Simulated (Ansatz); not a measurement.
# Converging the k-point mesh: CaGe₂Au₂ (I4mm, 5 atoms in the cell)

```
Ca(GeAu)2
1.0
   -2.21848     2.21848     5.12244
    2.21848    -2.21848     5.12244
    2.21848     2.21848    -5.12244
Ca Ge Au
1 2 2
Direct
  0.00488   0.00488   0.00000
  0.38161   0.38161   0.00000
  0.61839   0.61839   0.00000
  0.75000   0.25000   0.50000
  0.25000   0.75000   0.50000
```

Computed with LDA (PW92), default PAW files made with PBE (plane waves; Ansatz, a program for electronic structure).

Base settings: basis.ecutwfc = 420 eV; kpoints.mp_grid.grid = 8 8 8; hamiltonian.xc = lda; hamiltonian.pseudopotentials = {kind: paw} (the program's default PAW files); scf.occupations.method = gaussian; scf.occupations.width = 0.1 eV.

Only quantities that move along the ladder and can be compared are tabulated.

The count of work is k-points × plane waves × bands × iterations; it is no time. 

The starting cell comes from a database of computed structures (which also holds hypothetical and non-ambient phases and stackings), without a prior relaxation at this level. Its lattice was rescaled by up to half a per cent. One atom was moved a little off its site on purpose. In the base run, with a pressure of about -3 GPa the cell is away from its equilibrium volume at this level. Ansatz's pressure includes its estimate of the finite-basis (Pulay) stress.

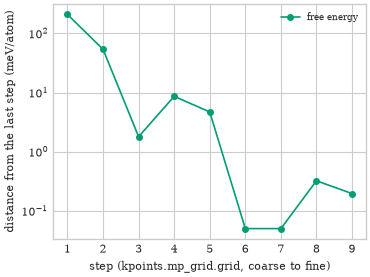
Figure. Distance from the last step along the ladder; very small values are drawn at a floor.

```csv
kpoints.mp_grid.grid,free energy less the last step's (meV/atom),pressure (GPa),largest difference of a force vector from the last step's (eV/Å),count of work / last
2 2 2,208.59,-5.24,0.953,0.0070
3 3 3,53.82,-3.31,0.117,0.0094
4 4 4,-1.79,-3.30,0.059,0.015
5 5 5,8.61,-3.44,0.032,0.021
6 6 6,4.69,-3.19,0.103,0.047
8 8 8,0.02,-3.22,0.035,0.092
9 9 9,0.00,-3.19,0.017,0.12
11 11 11,-0.32,-3.14,0.001,0.20
14 14 14,-0.20,-3.14,0.001,0.38
20 20 20,0.00,-3.14,0.000,1.0
```

Coarsest kpoints.mp_grid.grid that holds the pressure within 0.1 GPa of the last step, with all finer ones: 6 6 6, at 0.047 of the last step's count of work; the step before is off by 0.31 GPa.

Coarsest kpoints.mp_grid.grid that holds the free energy within 1 meV/atom of the last step, with all finer ones: 8 8 8, at 0.092 of the last step's count of work; the step before is off by 4.7 meV/atom.

Coarsest kpoints.mp_grid.grid that holds the forces within 0.02 eV/Å of the last step, with all finer ones: 9 9 9, at 0.12 of the last step's count of work; the step before is off by 0.035 eV/Å.

Keys are those of Ansatz 0.2.
